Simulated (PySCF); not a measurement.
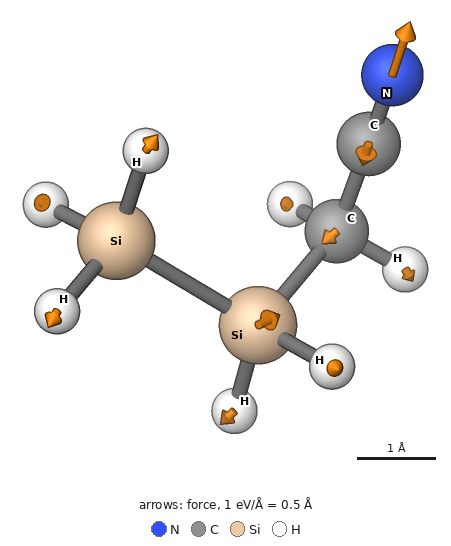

Starting geometry of C2H7NSi2 with the computed forces as orange arrows. The picture is a ball-and-stick view, seen from a free direction.

The start comes from GFN2-xTB.

Theory: PySCF, PBE0-D3(BJ)/def2-SVP geometry optimisation, gas phase. 

> Is this structure relaxed? If not, where do the atoms go?

It isn't relaxed: the largest force vector, on the N atom, is 1.81 eV/Å. The final displacements follow the starting forces only in part (cosine between the two patterns 0.47). The energy falls by 0.120 eV in 4 geometry steps. An H atom moves most after the best rigid fit: 0.084 Å. Largest moves by element: H 0.084 Å, N 0.072 Å, C 0.049 Å, Si 0.031 Å. Among the contacts that change: H–Si 1.462 → 1.493 Å, Si–Si 2.314 → 2.344 Å, C–C 1.425 → 1.448 Å, C–N 1.145 → 1.159 Å. Among the angles between lasting bonds that change: Si–Si–H 115.8° → 111.4°, Si–Si–H 115.3° → 111.2°, C–Si–H 103.1° → 106.7°.
